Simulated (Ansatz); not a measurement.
The parent structure is SnSe2 in the CdI2 type structure (space group P-3m1, No. 164; a = 3.826 Å, c = 6.231 Å; layered, stacked along the Cartesian z axis).

It is then changed as follows: full substitution Sn → Te, then cell and atoms are relaxed.

Computed with r2SCAN+rVV10 (Ansatz, a quantum-chemistry and plane-wave program), no SOC.

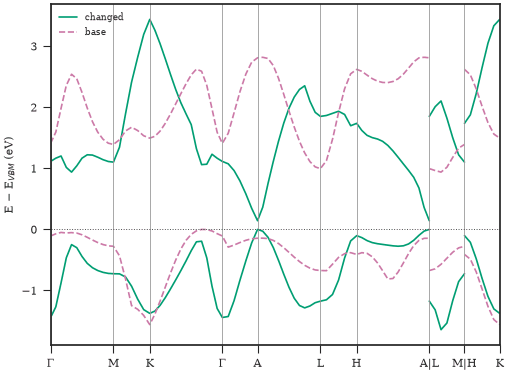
*Highest valence and lowest conduction band along the path, each from its own valence-band maximum*

**Question.** Read the changed gap and its character from the plot.

**Answer.** About 0.1 eV, direct at A.

Spin-orbit coupling, missing from the scalar runs, can matter with Te. No phonon test of stability was made. As relaxed here, TeSe2 is a hypothetical phase, not in the database extracts checked.
